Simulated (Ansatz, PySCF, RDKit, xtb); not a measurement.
# Which structure has the formula BSiH6S+?

Given the formula BSiH6S+ (charge +1) and nothing else, which arrangement of the atoms is the most stable in the gas at 1000 K, and what are its properties?

The funnel: GFN2-xTB relaxations, single points with a density functional, relaxations at PBE-D3(BJ)/def2-SVP, harmonic vibrations, and a last energy at a higher level. All values are calculated.

4 further runs of the same task are left out: 4 set aside as unsound or not needed.

### 1 Possible bonding patterns

All bonding patterns within simple valence rules are listed by program: one Lewis structure each, at most two rings and one unusual centre or charged pair. O–O, O–halogen and N–halogen bonds and N–N–N chains are not drawn. That gives 6 candidates.

| label | SMILES | spin |
| --- | --- | --- |
| c029 | [SiH2+][BH2-][SH2+] | singlet |
| c341 | [SiH3]B[SH2+] | singlet |
| c511 | [BH3-][SiH+][SH2+] | singlet |
| c547 | [BH3-][SH+][SiH2+] | singlet |
| c792 | B[SH+][SiH3] | singlet |
| c938 | B[SiH2][SH2+] | singlet |

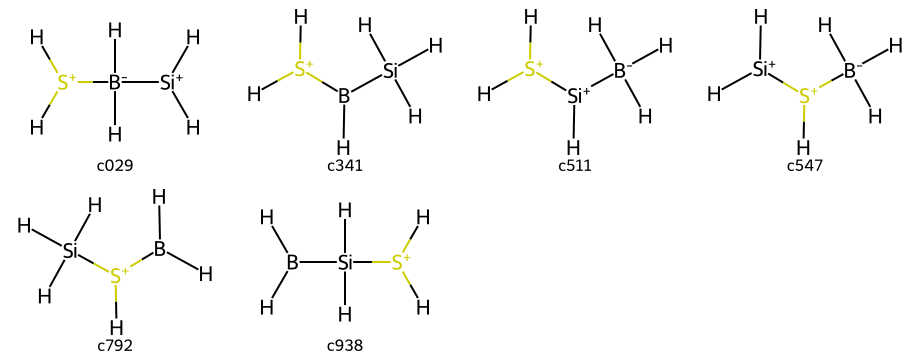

Structural formulas of the candidates.

Candidates are built by distance geometry, with a force field where one applies, in up to four conformers (letters a to d). 1 start with atoms placed at random is added, to find patterns that the rules miss.

### 2 Cheap relaxation of all starts

All 7 starts are relaxed the same way. One of them, c511a (enumerated, embedded by distance geometry and UFF), in full:

Contents of start.xyz:

```xyz
9
c511a
B     -0.935950    -1.718620    -1.258134
S      0.713765     0.854252     0.473732
Si    -0.114708    -1.118439     0.359639
H     -0.365656    -2.671752    -1.727326
H     -0.893728    -0.840781    -2.088784
H     -2.062511    -1.990612    -1.012006
H      0.077876    -1.999367     1.519437
H      2.151153     0.832941     0.614147
H      0.101914     1.636199     1.396676
```

Command:

```sh
$ xtb start.xyz --gfn 2 --opt --chrg 1
```

The program printed, shortened:

```text
* xtb version 6.7.1
[...]
          :  # basis functions                  30          :
[...]
          :  # electrons                        18          :
[...]
          :  Hamiltonian                  GFN2-xTB          :
[...]
          :  net charge                          1          :
          :  unpaired electrons                  0          :
[...]
   *** convergence criteria satisfied after 19 iterations ***
[...]
   *** GEOMETRY OPTIMIZATION CONVERGED AFTER 13 ITERATIONS ***
[...]
   *** convergence criteria satisfied after 3 iterations ***
[...]
         ::                     SUMMARY                     ::
         :::::::::::::::::::::::::::::::::::::::::::::::::::::
         :: total energy              -8.811993038990 Eh    ::
         :: gradient norm              0.000605215196 Eh/a0 ::
         :: HOMO-LUMO gap              2.273232024247 eV    ::
         ::.................................................::
         :: SCC energy                -8.883079042923 Eh    ::
         :: -> isotropic ES            0.119742205525 Eh    ::
         :: -> anisotropic ES         -0.012524352938 Eh    ::
         :: -> anisotropic XC         -0.025661368222 Eh    ::
         :: -> dispersion             -0.003879770074 Eh    ::
         :: repulsion energy           0.071086003933 Eh    ::
         :: add. restraining           0.000000000000 Eh    ::
         :: total charge               1.000000000000 e     ::
         :::::::::::::::::::::::::::::::::::::::::::::::::::::
[...]
         9        2.0000           -0.5488333             -14.9345 (HOMO)
        10                         -0.4652936             -12.6613 (LUMO)
[...]
     #   Z          covCN         q      C6AA      α(0)
     1   5          3.745    -0.044    23.501     7.827
     2  16          2.478    -0.157   147.698    20.455
     3  14          2.497     0.548   173.509    28.849
     4   1          0.932     0.057     2.233     2.336
     5   1          0.931     0.054     2.270     2.356
     6   1          0.932     0.057     2.231     2.336
     7   1          0.914     0.083     1.952     2.185
     8   1          0.922     0.202     1.091     1.633
     9   1          0.923     0.200     1.097     1.638
[...]
     #   Z sym  total        # sym  WBO       # sym  WBO       # sym  WBO
 ---------------------------------------------------------------------------
     1   5      3.690 --     3      1.201     5      0.803     4      0.799
                             6      0.799
     2  16      2.324 --     9      0.949     8      0.948     3      0.372
     3  14      3.075 --     1      1.201     7      0.916     2      0.372
                             6      0.190     4      0.190     5      0.189
     4   1      0.997 --     1      0.799     3      0.190
     5   1      0.997 --     1      0.803     3      0.189
     6   1      0.997 --     1      0.799     3      0.190
     7   1      0.993 --     3      0.916
     8   1      0.959 --     2      0.948
     9   1      0.960 --     2      0.949
 ---------------------------------------------------------------------------
[...]
molecular dipole:
                 x           y           z       tot (Debye)
 q only:        0.202      -1.577       0.958
   full:        0.653      -1.185       1.703       5.529
molecular quadrupole (traceless):
[...]
          | TOTAL ENERGY               -8.811993038990 Eh   |
          | GRADIENT NORM               0.000605215196 Eh/α |
          | HOMO-LUMO GAP               2.273232024247 eV   |
           -------------------------------------------------
[...]
```

Wall time 0.066 s (1 thread of Arm Neoverse V1, shared host).

### 3 What the search left

7 of the 7 relaxations converged; 2 ended on a minimum already found. 5 distinct structures remain:

| label | start | SMILES after | spin | energy (kcal/mol) | note |
| --- | --- | --- | --- | --- | --- |
| c547a | drawn and random | B[SH+][SiH3] | singlet | 0.0 | bonds changed |
| c029a | drawn | [SiH2][BH2][SH2] ‡ | singlet | 13.3 |  |
| c938a | drawn | B[SiH2][SH2+] | singlet | 23.1 |  |
| c511a | drawn | [BH3][SiH][SH2] ‡ | singlet | 26.6 |  |
| c341a | drawn | [SiH3]B[SH2+] | singlet | 48.2 |  |

‡ marks the bonded skeleton alone, with all bonds drawn single: no Lewis structure was assigned that passes a check against the bond lengths.

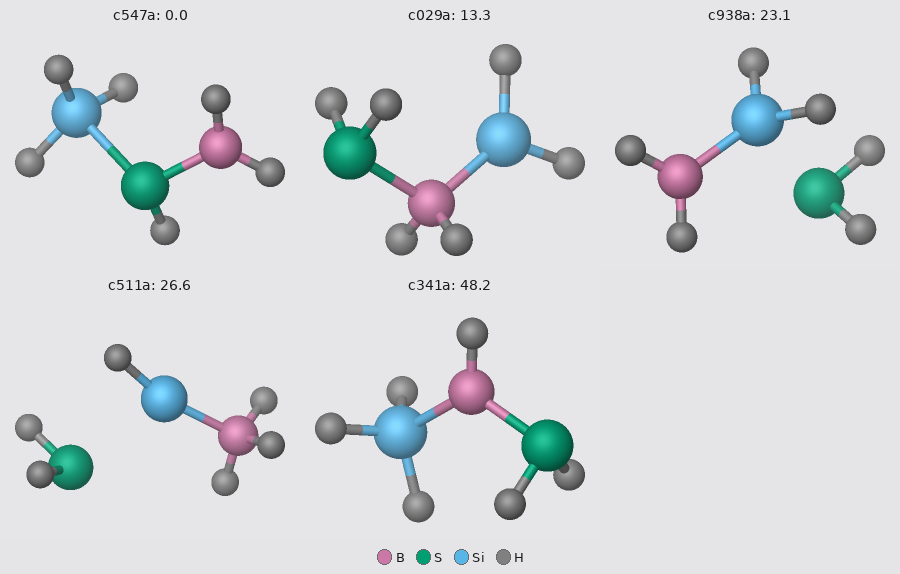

The 5 lowest minima that did not fall apart, with their GFN2-xTB energies in kcal/mol.

### 4 Second filter: single points

A choice of the minima (the low ones first, few conformers of a pattern, up to a cap) and the lowest that fell apart get a single point at r2SCAN-D4/def2-SVP on the tight-binding geometry, and one at HF/STO-3G for comparison. The lowest singlets are also tried as triplets at the same geometry (label ending in t). The first, c547a:

Contents of input.yaml:

```yaml
crystal:
  periodic: [false, false, false]
  atoms:
    - symbol: B
      position_ang: [-0.539971, -2.200043, -1.273081]
    - symbol: S
      position_ang: [0.131448, -1.636239, 0.288947]
    - symbol: Si
      position_ang: [0.340103, 0.724773, 0.347854]
    - symbol: H
      position_ang: [0.038927, -1.876211, -2.226784]
    - symbol: H
      position_ang: [-0.988008, 1.120432, -0.110063]
    - symbol: H
      position_ang: [-1.472925, -2.890166, -1.275722]
    - symbol: H
      position_ang: [-0.852515, -1.920385, 1.145460]
    - symbol: H
      position_ang: [1.442346, 0.851447, -0.594691]
    - symbol: H
      position_ang: [0.617512, 0.817192, 1.774472]
basis:
  gaussian:
    orbitals: def2-SVP
total_charge: 1
magnetization:
  spin_polarized: false
  initial_magnetization: 0
hamiltonian:
  xc: r2scan
  dispersion: d4
scf:
  lower_state_search: "off"
```

Command:

```sh
$ ansatz run input.yaml --threads 1 --pin off --max-ram 2610MiB --events-out events.jsonl --progress --plain --runs-dir runs
```

The program printed, shortened:

```text
Warning: RAYON_NUM_THREADS=1 ignored (pool sized by the plan → 1); use --threads N
Functional definition: r2SCAN
  name "r2SCAN"
[...]
903 factors; their error is unknown
[...]
mean field -19470.66644924 eV, -715.5337943178 hartree, gradient 1.5e-6 eV, S^2 0.000000; 0 other end points of the search recorded, 0 dependent functions left out
reference -19470.66645983 eV, -715.5337947070 hartree; 20, 20 occupied and 60, 60 virtual orbitals, 903 factors
Total energy: -19470.70045382 eV, -715.5350439630 hartree
Checks for a lower state left out: stability, starts, cluster_reference, orbital_swaps, neighbouring_geometries, increment
```

It took 2.1 s on 1 thread of Arm Neoverse V1, shared host.

Relative energies in kcal/mol, each column from its lowest structure that stays in one piece:

| label | SMILES | spin | GFN2-xTB | HF/STO-3G | r2SCAN-D4/def2-SVP |
| --- | --- | --- | --- | --- | --- |
| c547a | B[SH+][SiH3] | singlet | 0.0 | 0.0 | 0.0 |
| c029a | [SiH2][BH2][SH2] ‡ | singlet | 13.3 | 28.4 | 19.2 |
| c938a | B[SiH2][SH2+] | singlet | 23.1 | 26.1 | 19.8 |
| c511a | [BH3][SiH][SH2] ‡ | singlet | 26.6 | 89.0 | 51.0 |
| c029at | [SiH2][BH2][SH2] ‡ | triplet | – | – | 92.4 |
| c938at | B[SiH2][SH2+] | triplet | – | – | 106.6 |
| c547at | B[SH+][SiH3] | triplet | – | – | 115.2 |

‡ marks the bonded skeleton alone, with all bonds drawn single: no Lewis structure was assigned that passes a check against the bond lengths.

### 5 Relaxing the best candidates

3 candidates are relaxed at PBE-D3(BJ)/def2-SVP (chosen among the lowest in one piece). The first, c547a:

Contents of input.yaml:

```yaml
crystal:
  periodic: [false, false, false]
  atoms:
    - {symbol: B, position_ang: [-0.539971, -2.200043, -1.273081]}
    - {symbol: S, position_ang: [0.131448, -1.636239, 0.288947]}
    - {symbol: Si, position_ang: [0.340103, 0.724773, 0.347854]}
    - {symbol: H, position_ang: [0.038927, -1.876211, -2.226784]}
    - {symbol: H, position_ang: [-0.988008, 1.120432, -0.110063]}
    - {symbol: H, position_ang: [-1.472925, -2.890166, -1.275722]}
    - {symbol: H, position_ang: [-0.852515, -1.920385, 1.145460]}
    - {symbol: H, position_ang: [1.442346, 0.851447, -0.594691]}
    - {symbol: H, position_ang: [0.617512, 0.817192, 1.774472]}
basis:
  gaussian:
    orbitals: def2-SVP
total_charge: 1
hamiltonian:
  xc: {name: PBE}
  dispersion: d3bj
scf:
  lower_state_search: off
relax:
  f_tol: 0.003
```

Command:

```sh
$ ansatz run input.yaml --threads 1 --pin off --max-ram 2610MiB --events-out events.jsonl --progress --plain --runs-dir runs
```

The program printed, shortened:

```text
Warning: RAYON_NUM_THREADS=1 ignored (pool sized by the plan → 1); use --threads N
[...]
Functional definition: PBE
  name "PBE"
[...]
903 factors; their error is unknown
[...]
mean field -19462.30052569 eV, -715.2263522981 hartree, gradient 2.7e-6 eV, S^2 0.000000; 0 other end points of the search recorded, 0 dependent functions left out
[...]
reference -19462.30056122 eV, -715.2263536037 hartree; 20, 20 occupied and 60, 60 virtual orbitals, 903 factors
relax step   1: F+E_penalty+E_count = -19462.48713674 eV  Δ(F+E_penalty+E_count) = +0.000e0 eV  max|allowed force component| = 9.342e-1 eV/Å  Δτ_max = 0.0000 Å  (16 SCF iters, accepted)
[...]
relax step   4: F+E_penalty+E_count = -19462.65052251 eV  Δ(F+E_penalty+E_count) = -2.450e-2 eV  max|allowed force component| = 5.203e-2 eV/Å  Δτ_max = 0.0626 Å  (18 SCF iters, accepted)
[...]
Atom 0 at    -0.530615    -2.198061    -1.307631 Å, force    -0.000333    -0.000416    -0.000157 eV/Å
Atom 1 at     0.091864    -1.645189     0.345829 Å, force     0.000420     0.000198     0.000041 eV/Å
Atom 2 at     0.326569     0.658662     0.346656 Å, force    -0.000012     0.000003     0.000376 eV/Å
Atom 3 at     0.070830    -1.731056    -2.241464 Å, force    -0.000103     0.000049    -0.000055 eV/Å
Atom 4 at    -1.007175     1.178463    -0.070664 Å, force     0.000055     0.000010     0.000029 eV/Å
Atom 5 at    -1.414183    -3.014885    -1.307366 Å, force     0.000386     0.000129     0.000029 eV/Å
Atom 6 at    -0.944022    -1.909290     1.201191 Å, force    -0.000524    -0.000031     0.000079 eV/Å
Atom 7 at     1.419778     0.767140    -0.661024 Å, force     0.000068     0.000110    -0.000172 eV/Å
Atom 8 at     0.703871     0.885017     1.770864 Å, force     0.000042    -0.000051    -0.000170 eV/Å
Dipole moment:    -0.223515     0.027283     0.039914 e Å
Checks for a lower state left out: stability, starts, cluster_reference, orbital_swaps, neighbouring_geometries, increment
```

It took 19 s on 1 thread of Arm Neoverse V1, shared host.

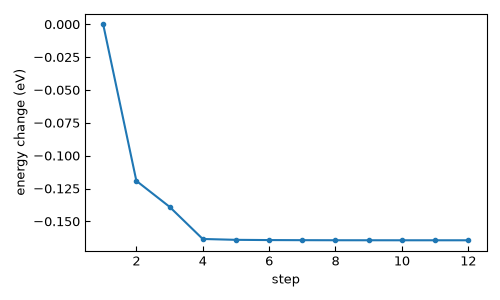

Energy along the run, all evaluated steps.

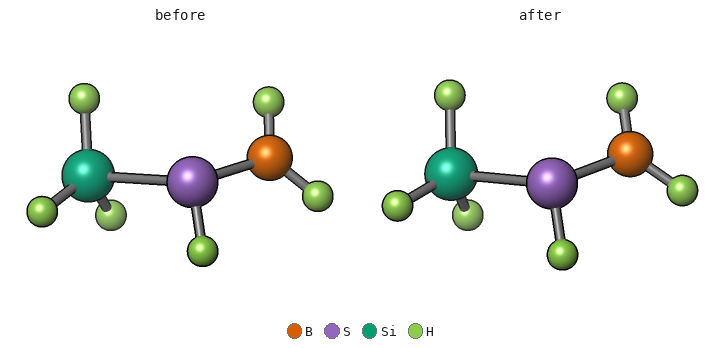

Before and after, at one scale.

After the run. Bond lengths: B1–S2 1.851 Å, S2–Si3 2.316 Å, B1–H4 1.205 Å, Si3–H5 1.491 Å, B1–H6 1.203 Å, S2–H7 1.369 Å, Si3–H8 1.491 Å, Si3–H9 1.491 Å. Some angles: B1–S2–Si3 109.4°, B1–S2–H7 104.2°, Si3–S2–H7 105.6°, S2–B1–H4 114.1°, S2–B1–H6 116.7°, S2–Si3–H5 104.8°, S2–Si3–H8 98.4°, S2–Si3–H9 100.2°, H4–B1–H6 129.0°, H5–Si3–H8 116.2°.

### 6 Ranking at PBE-D3(BJ)/def2-SVP

| label | spin | r2SCAN-D4/def2-SVP (kcal/mol) | PBE-D3(BJ)/def2-SVP, relaxed (kcal/mol) | time | note |
| --- | --- | --- | --- | --- | --- |
| c547a | singlet | 0.0 | 0.0 | 19 s |  |
| c029a | singlet | 19.2 | 11.9 | 35 s | rearranged to [SH2][BH]1[H][SiH2]1 ‡ |
| c938a | singlet | 19.8 | 16.3 | 21 s |  |

‡ marks the bonded skeleton alone, with all bonds drawn single: no Lewis structure was assigned that passes a check against the bond lengths.

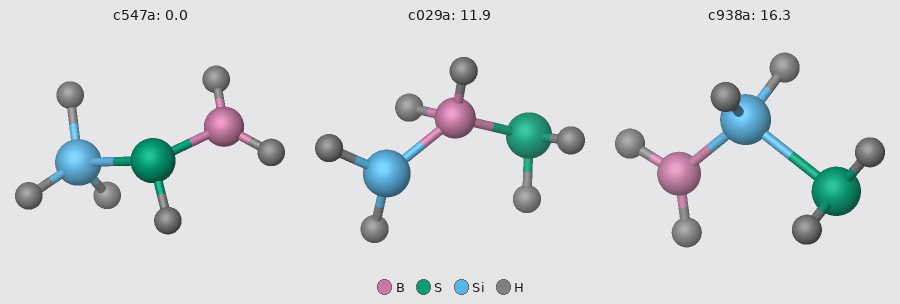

The relaxed structures, with energies at PBE-D3(BJ)/def2-SVP in kcal/mol.

### 7 Are they minima? Harmonic frequencies

The lowest few in one piece go on as finalists. Harmonic vibrations at PBE-D3(BJ)/def2-SVP test each finalist and give the zero-point energy and the thermal terms. The first, c547a:

Contents of input.yaml:

```yaml
crystal:
  periodic: [false, false, false]
  atoms:
    - {symbol: B, position_ang: [-0.530615, -2.198061, -1.307631]}
    - {symbol: S, position_ang: [0.091864, -1.645189, 0.345829]}
    - {symbol: Si, position_ang: [0.326569, 0.658662, 0.346656]}
    - {symbol: H, position_ang: [0.070830, -1.731056, -2.241464]}
    - {symbol: H, position_ang: [-1.007175, 1.178463, -0.070664]}
    - {symbol: H, position_ang: [-1.414183, -3.014885, -1.307366]}
    - {symbol: H, position_ang: [-0.944022, -1.909290, 1.201191]}
    - {symbol: H, position_ang: [1.419778, 0.767140, -0.661024]}
    - {symbol: H, position_ang: [0.703871, 0.885017, 1.770864]}
basis:
  gaussian:
    orbitals: def2-SVP
total_charge: 1
hamiltonian:
  xc: {name: PBE}
  dispersion: d3bj
scf:
  lower_state_search: "off"
phonons: {}
```

Command:

```sh
$ ansatz run input.yaml --threads 1 --pin off --max-ram 2610MiB --events-out events.jsonl --progress --plain --runs-dir runs
```

The program printed, shortened:

```text
Warning: RAYON_NUM_THREADS=1 ignored (pool sized by the plan → 1); use --threads N
Functional definition: PBE
  name "PBE"
[...]
903 factors; their error is unknown
[...]
mean field -19462.46503389 eV, -715.2323978630 hartree, gradient 2.2e-6 eV, S^2 0.000000; 0 other end points of the search recorded, 0 dependent functions left out
[...]
reference -19462.46506911 eV, -715.2323991572 hartree; 20, 20 occupied and 60, 60 virtual orbitals, 903 factors
[...]
903 factors; their error is unknown
mean field -19462.46494150 eV, -715.2323944677 hartree, gradient 1.5e-6 eV, S^2 0.000000; 0 other end points of the search recorded, 0 dependent functions left out
[...]
reference -19462.46497672 eV, -715.2323957620 hartree; 20, 20 occupied and 60, 60 virtual orbitals, 903 factors
[...]
903 factors; their error is unknown
[...]
Atom 2 at     0.326569     0.658662     0.346656 Å, force    -0.000014    -0.000024     0.000357 eV/Å
Atom 3 at     0.070830    -1.731056    -2.241464 Å, force    -0.000100     0.000051    -0.000024 eV/Å
Atom 4 at    -1.007175     1.178463    -0.070664 Å, force     0.000044     0.000040     0.000028 eV/Å
Atom 5 at    -1.414183    -3.014885    -1.307366 Å, force     0.000366     0.000122     0.000050 eV/Å
Atom 6 at    -0.944022    -1.909290     1.201191 Å, force    -0.000524    -0.000022     0.000087 eV/Å
Atom 7 at     1.419778     0.767140    -0.661024 Å, force     0.000070     0.000128    -0.000178 eV/Å
Atom 8 at     0.703871     0.885017     1.770864 Å, force     0.000042    -0.000058    -0.000151 eV/Å
Dipole moment:    -0.223515     0.027283     0.039913 e Å
Vibrations: 76.49 115.15 259.74 359.56 507.86 547.25 572.44 671.57 761.82 818.73 867.10 881.93 890.79 933.53 1098.52 2216.29 2265.17 2267.45 2571.50 2593.59 2750.91 cm⁻¹, zero-point energy 1.489508 eV
Checks for a lower state left out: stability, starts, cluster_reference, orbital_swaps, neighbouring_geometries, increment
```

Run time: 65 s. Hardware: 1 thread of Arm Neoverse V1, shared host.

### 8 Thermal terms of the finalists

At 1000 K and 1 atm, ideal gas, rigid rotor and harmonic oscillator:

| label | SMILES | spin | point group | lowest mode (cm⁻¹) | zero-point (kcal/mol) | G − E (kcal/mol) |
| --- | --- | --- | --- | --- | --- | --- |
| c547a | B[SH+][SiH3] | singlet | C1 | 76 | 34.3 | -54.6 |
| c029a | [SH2][BH]1[H][SiH2]1 ‡ | singlet | C1 | 120 | 34.3 | -52.3 |
| c938a | B[SiH2][SH2+] | singlet | C1 | 122 | 33.7 | -56.4 |

Chiral structures get −RT ln 2 for their mirror image.

‡ marks the bonded skeleton alone, with all bonds drawn single: no Lewis structure was assigned that passes a check against the bond lengths.

### 9 The final energy

Single points at CCSD(T)/def2-TZVP on the refined geometries decide the order.

c547a, CCSD(T)/def2-TZVP:

Edit input.yaml of step 7 so:

```diff
@@ -1 +1,4 @@
+basis:
+  gaussian:
+    orbitals: def2-TZVP
 crystal:
@@ -12,11 +15,5 @@
     - {symbol: H, position_ang: [0.703871, 0.885017, 1.770864]}
-basis:
-  gaussian:
-    orbitals: def2-SVP
 total_charge: 1
-hamiltonian:
-  xc: {name: PBE}
-  dispersion: d3bj
-scf:
-  lower_state_search: "off"
-phonons: {}
+correlation:
+  method: ccsd_t
+  frozen_orbitals: {Si: 5, S: 5, B: 1, H: 0}
```

Command:

```sh
$ ansatz run input.yaml --threads 1 --pin off --max-ram 2610MiB --events-out events.jsonl --progress --plain --runs-dir runs
```

The program printed, shortened:

```text
Warning: RAYON_NUM_THREADS=1 ignored (pool sized by the plan → 1); use --threads N
Functional definition: HF
  name "HF"
[...]
937 factors; integrals over basis functions are off by at most 1.2e-3 eV
[...]
mean field -19440.36544859 eV, -714.4202530827 hartree, gradient 2.1e-6 eV, S^2 0.000000; 0 other end points of the search recorded, 0 dependent functions left out
11 core orbitals not correlated: weight in the atoms' cores, before any rotation towards them, 1.000 or more for the frozen orbitals, at most 0.000 for the correlated occupied ones
reference -19440.36544859 eV, -714.4202530827 hartree; 9, 9 occupied and 121, 121 virtual orbitals, 937 factors
second order -10.27518907 eV of doubles, -0.00000000 eV of singles
cycle   1  -11.42875548 eV  change    -1.2e0 eV  update   8.2e-2
[...]
cycle   9  -11.88860539 eV  change    2.6e-6 eV  update   2.2e-5
perturbative correction -0.43302549 eV, -0.0159133931 hartree
Total energy: -19452.68707946 eV, -714.8730646653 hartree
```

Wall time 17 s (1 thread of Arm Neoverse V1, shared host); peak memory 0.76 GiB.

### 10 c029a at CCSD(T)/def2-TZVP

Contents of input.yaml:

```yaml
crystal:
  periodic: [false, false, false]
  atoms:
    - {symbol: B, position_ang: [0.049806, -1.275642, 0.177388]}
    - {symbol: S, position_ang: [-0.204907, 0.132959, 1.467357]}
    - {symbol: Si, position_ang: [-0.242524, -1.146825, -1.698533]}
    - {symbol: H, position_ang: [-0.202682, -2.402926, -2.509393]}
    - {symbol: H, position_ang: [-1.088931, -0.063605, -2.300174]}
    - {symbol: H, position_ang: [-1.153404, -1.705219, -0.153268]}
    - {symbol: H, position_ang: [0.661654, -2.184327, 0.687903]}
    - {symbol: H, position_ang: [1.114504, 0.373478, 1.744034]}
    - {symbol: H, position_ang: [-0.342897, 1.268683, 0.710589]}
basis:
  gaussian: {orbitals: def2-TZVP}
total_charge: 1
correlation: {method: ccsd_t, frozen_orbitals: {Si: 5, S: 5, B: 1, H: 0}}
```

Command:

```sh
$ ansatz run input.yaml --threads 1 --pin off --max-ram 2610MiB --events-out events.jsonl --progress --plain --runs-dir runs
```

The program printed, shortened:

```text
Warning: RAYON_NUM_THREADS=1 ignored (pool sized by the plan → 1); use --threads N
Functional definition: HF
  name "HF"
[...]
935 factors; integrals over basis functions are off by at most 9.3e-4 eV
[...]
mean field -19438.92685158 eV, -714.3673856176 hartree, gradient 1.2e-6 eV, S^2 0.000000; 0 other end points of the search recorded, 0 dependent functions left out
11 core orbitals not correlated: weight in the atoms' cores, before any rotation towards them, 1.000 or more for the frozen orbitals, at most 0.000 for the correlated occupied ones
reference -19438.92685158 eV, -714.3673856176 hartree; 9, 9 occupied and 121, 121 virtual orbitals, 935 factors
second order -10.79497190 eV of doubles, -0.00000000 eV of singles
cycle   1  -11.90463992 eV  change    -1.1e0 eV  update   8.6e-2
[...]
cycle  10  -12.37336808 eV  change    5.0e-6 eV  update   1.1e-5
perturbative correction -0.49672832 eV, -0.0182544291 hartree
Total energy: -19451.79694798 eV, -714.8403529368 hartree
```

Wall time 19 s (1 thread of Arm Neoverse V1, shared host); peak memory 0.76 GiB.

(Part 1 of 2 ends here.)
